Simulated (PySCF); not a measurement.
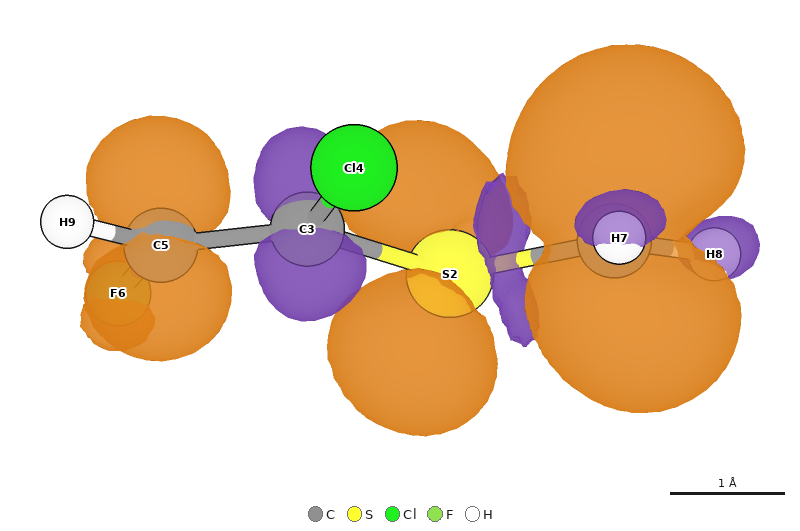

*C₃H₃ClFS (doublet). Isosurfaces of the spin density (α minus β) at +0.015 (orange) and −0.015 e/Å³ (purple), seen from one side.*

Geometry: GFN2-xTB.

These are results of PySCF, UKS B3LYP, pcH-1 on C Cl F H S, non-relativistic, mean-field spin-orbit, GIAO, not measurements.

```json
{"atom": "C", "x (Å)": "-1.9994", "y (Å)": "0.0238", "z (Å)": "-0.5722"}
{"atom": "S", "x (Å)": "-0.6777", "y (Å)": "0.9776", "z (Å)": "-0.1319"}
{"atom": "C", "x (Å)": "0.6303", "y (Å)": "-0.1610", "z (Å)": "0.1764"}
{"atom": "Cl", "x (Å)": "0.3709", "y (Å)": "-1.8510", "z (Å)": "0.0036"}
{"atom": "C", "x (Å)": "1.8358", "y (Å)": "0.2636", "z (Å)": "0.5770"}
{"atom": "F", "x (Å)": "2.0899", "y (Å)": "1.5701", "z (Å)": "0.7334"}
{"atom": "H", "x (Å)": "-2.0439", "y (Å)": "-1.0123", "z (Å)": "-0.3119"}
{"atom": "H", "x (Å)": "-2.8738", "y (Å)": "0.5624", "z (Å)": "-0.8697"}
{"atom": "H", "x (Å)": "2.6816", "y (Å)": "-0.3671", "z (Å)": "0.7972"}
```

### Describe the spin distribution.

The unpaired spin (1 electron) lies mostly on C1 (about 0.6), S2 (about 0.2) and C5 (about 0.1), in electrons by Hirshfeld's partition.
